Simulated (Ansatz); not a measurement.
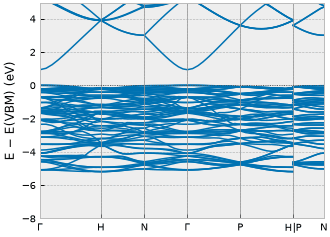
Band structure from PBE in the plane-wave PAW code Ansatz

The gap is 0.94 eV; an edge lies off the plotted path or next to a special point (maximum off the standard path, minimum at Γ).

The material is In2O3 (bixbyite, Ia-3).

The PBE relaxation kept the symmetry of its start. Spin–orbit coupling is left out wherever it is not named.

Potentials: the earlier of the program's two PAW sets.
